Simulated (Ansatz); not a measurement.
Base system: ZnO in the wurtzite structure (space group P6_3mc, No. 186; a = 3.280 Å, c = 5.293 Å).

One thing is altered: cell and atoms relaxed at a pressure of 4.5 GPa.

All numbers come from PBE (Ansatz, a quantum-chemistry and plane-wave program), no SOC.

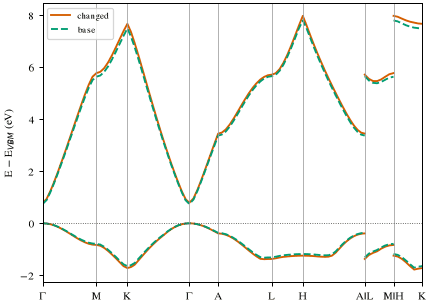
Fig. 1. Highest valence and lowest conduction band along the path, each from its own valence-band maximum

Problem. From the figure, how large is the changed gap, and is it direct?

Solution. About 0.8 eV, direct at Γ.

Load acts through the strain it causes; cell and atoms are relaxed under it. No phonon test of stability was made. Tetrahedral semiconductors of this kind turn to denser phases somewhere between about 1 and 50 GPa; those were not computed, so compressed cells here can lie past the real transition.
